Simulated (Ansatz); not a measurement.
```yaml
crystal:
  periodic: [false, false, false]
  atoms:
    - {symbol: C, position_ang: [-0.915583, 0.295827, -0.476197]}
    - {symbol: C, position_ang: [-0.357147, 0.345970, 0.959241]}
    - {symbol: C, position_ang: [1.013622, -0.070506, 0.391449]}
    - {symbol: C, position_ang: [0.284808, -0.589691, -0.863193]}
    - {symbol: H, position_ang: [-0.858090, 1.274561, -0.958441]}
    - {symbol: H, position_ang: [-1.919541, -0.105473, -0.623811]}
    - {symbol: H, position_ang: [-0.786210, -0.444606, 1.579468]}
    - {symbol: H, position_ang: [-0.417505, 1.208511, 1.457623]}
    - {symbol: H, position_ang: [1.628711, 0.802348, 0.159981]}
    - {symbol: H, position_ang: [1.615289, -0.776695, 0.965953]}
    - {symbol: H, position_ang: [0.041289, -1.650702, -0.769704]}
    - {symbol: H, position_ang: [0.753094, -0.425311, -1.835021]}
basis:
  gaussian: {orbitals: def2-TZVPP}
hamiltonian: {xc: {name: B3LYP}, dispersion: d4}
```

Geometry: moved along internal coordinates away from the minimum.

What structure does this define?

The molecule is C4H8. As SMILES it reads `C1CCC1`. Independent rings (smallest set): 1 of 4 members.

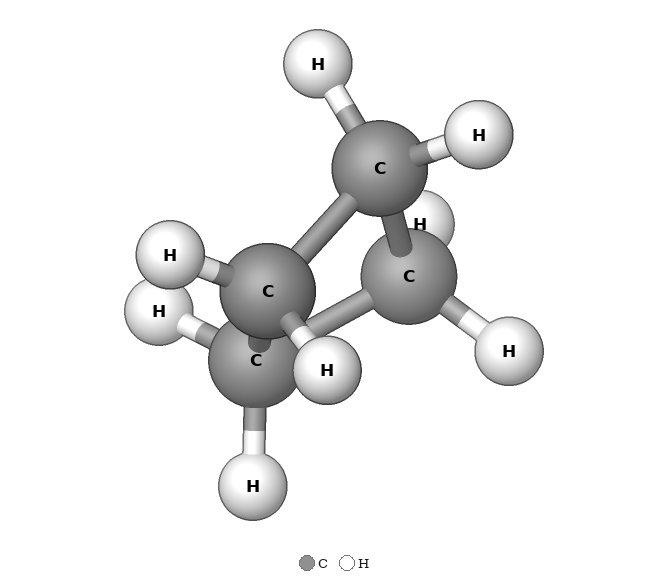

The picture comes from a calculation with Ansatz.
